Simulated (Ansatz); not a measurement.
```cif
data_structure
_symmetry_space_group_name_H-M 'P 1'
_symmetry_Int_Tables_number 1
_cell_length_a 4.2108
_cell_length_b 4.2108
_cell_length_c 29.7350
_cell_angle_alpha 90.000
_cell_angle_beta 90.000
_cell_angle_gamma 90.000
_cell_volume 527.23
loop_
_atom_site_label
_atom_site_type_symbol
_atom_site_fract_x
_atom_site_fract_y
_atom_site_fract_z
_atom_site_occupancy
Cd1 Cd 0.50000 0.50000 0.40099 1
Cd2 Cd 0.00000 0.00000 0.90099 1
Cd3 Cd 0.50000 0.50000 0.00000 1
Cd4 Cd 0.00000 0.00000 0.50000 1
Cd5 Cd 0.00000 0.00000 0.09901 1
Cd6 Cd 0.50000 0.50000 0.59901 1
Hg1 Hg 0.50000 0.50000 0.19922 1
Hg2 Hg 0.00000 0.00000 0.69922 1
Hg3 Hg 0.00000 0.00000 0.30078 1
Hg4 Hg 0.50000 0.50000 0.80078 1
S1 S 0.50000 0.00000 0.35162 1
S2 S 0.00000 0.50000 0.85162 1
S3 S 0.00000 0.50000 0.45050 1
S4 S 0.50000 0.00000 0.95050 1
S5 S 0.00000 0.50000 0.04950 1
S6 S 0.50000 0.00000 0.54950 1
S7 S 0.50000 0.00000 0.14838 1
S8 S 0.00000 0.50000 0.64838 1
S9 S 0.00000 0.50000 0.25000 1
S10 S 0.50000 0.00000 0.75000 1
```

Space group I-4m2; a structure generated by program, which may or may not match a known phase; computed pressure about −3 GPa in this cell.

These are results of DFT PBEsol, scalar-relativistic, plane waves, PAW (Ansatz), not measurements.

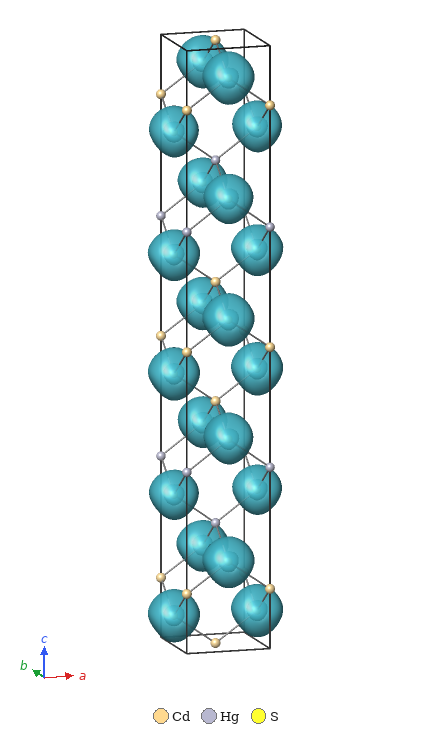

Cd$_{3}$Hg$_{2}$S$_{5}$. Isosurface of the electron localisation function at 0.65 (cyan), seen slightly off an axis. Only the valence region is drawn (cores and ρ < 0.01 e/Å³ removed). Sticks mark near contacts.

Core electrons are frozen (PAW), and the valence fields are smoothed inside the atomic spheres.

**What do the ELF domains correspond to?**

At this value the surface marks out ten regions wrapped around S (the valence shell of each), counted in one cell of 20 atoms. Regions shared between cells count once.

Values along the shortest contacts:
Cd–S (2.57 Å): the ELF peaks at about 0.90 in the valence shell of S, 0.8 Å from its nucleus, and is about 0.35 at the midpoint. Hg–S (2.59 Å): the ELF peaks at about 0.90 in the valence shell of S, 0.8 Å from its nucleus, and drops to about 0.20 between the two atoms.
